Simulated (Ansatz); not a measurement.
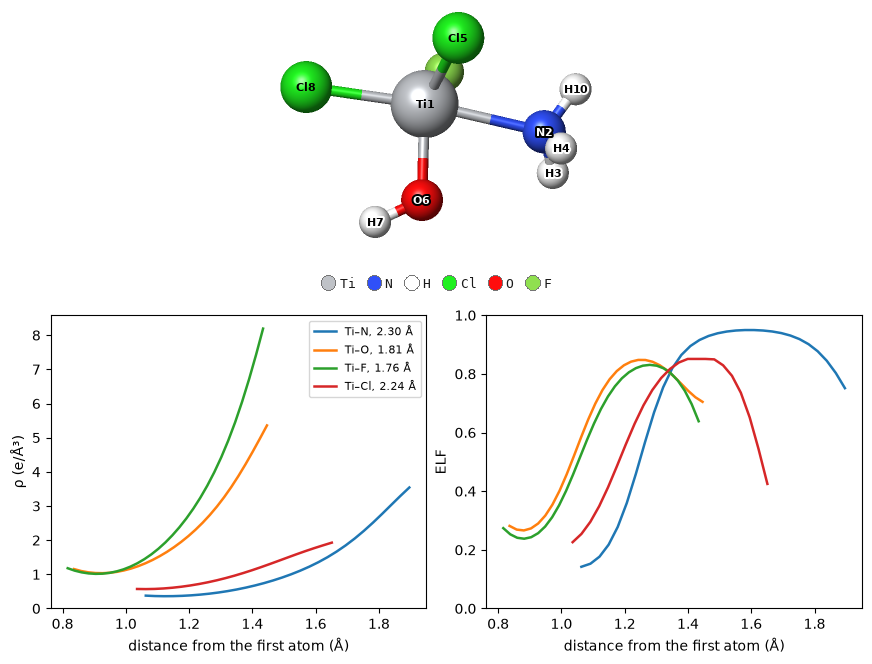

*Cl2FH4NOTi. Total electron density and electron localisation function along straight lines between neighbouring atoms. The curves leave out the atomic cores. The structure is drawn too.*

Theory: RKS PBE-D4/def2-SVP (Ansatz).

```xyz
10

Ti    0.0314   -0.5850   -0.0223
N     0.4451    0.0150    2.1573
H    -0.4225   -0.0514    2.7076
H     0.7722    0.9893    2.2017
Cl    2.1043    0.2222   -0.3319
O    -1.3069    0.5913    0.2814
H    -1.9065    0.7821   -0.4652
Cl   -0.5266   -1.0606   -2.1375
F    -0.1436   -2.1727    0.7276
H     1.1584   -0.5753    2.6059
```

What can be read from the curves?

Ti–N (2.30 Å): ρ at the midpoint is about 0.36 e/Å³; the ELF peaks at about 0.95 in the valence shell of N, 0.7 Å from its nucleus, and is about 0.20 at the midpoint.
Ti–O (1.81 Å): ρ is about 1 e/Å³ halfway; the ELF peaks at about 0.85 in the valence shell of O, 0.6 Å from its nucleus, and drops to about 0.25 between the two atoms.
Ti–F (1.76 Å): ρ at the midpoint is about 1 e/Å³; the ELF peaks at about 0.85 in the valence shell of F, 0.5 Å from its nucleus, and drops to about 0.25 between the two atoms.
Ti–Cl (2.24 Å): the density is about 0.59 e/Å³ at the midpoint; the ELF peaks at about 0.85 in the valence shell of Cl, 0.8 Å from its nucleus, and is about 0.35 at the midpoint.
